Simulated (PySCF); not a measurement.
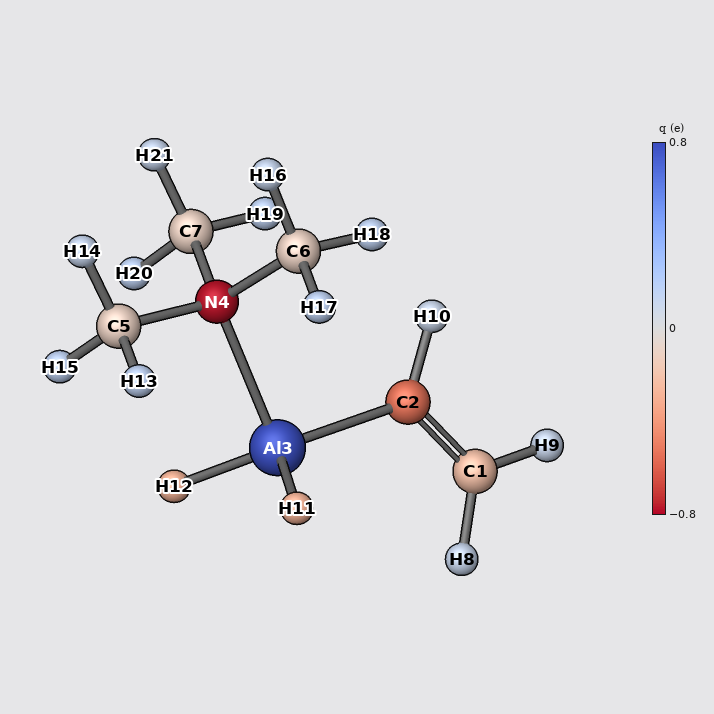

Atoms are coloured by their Mulliken charges. Computed geometry: PBE0-D3(BJ)/def2-SVP optimisation. No frequency run is at hand to confirm it as a minimum. Properties computed with PBE0/pcSseg-1, gas phase (PySCF 2.14.0).

List the Mulliken charges.

| atom | value (e) |
| --- | --- |
| C1 | −0.21 |
| C2 | −0.53 |
| Al3 | 0.77 |
| N4 | −0.77 |
| C5 | −0.10 |
| C6 | −0.10 |
| C7 | −0.11 |
| H8 | 0.11 |
| H9 | 0.10 |
| H10 | 0.10 |
| H11 | −0.27 |
| H12 | −0.27 |
| H13 | 0.16 |
| H14 | 0.12 |
| H15 | 0.16 |
| H16 | 0.12 |
| H17 | 0.16 |
| H18 | 0.15 |
| H19 | 0.15 |
| H20 | 0.16 |
| H21 | 0.12 |

Mulliken values depend strongly on the basis set and can even reverse the polarity of a bond.
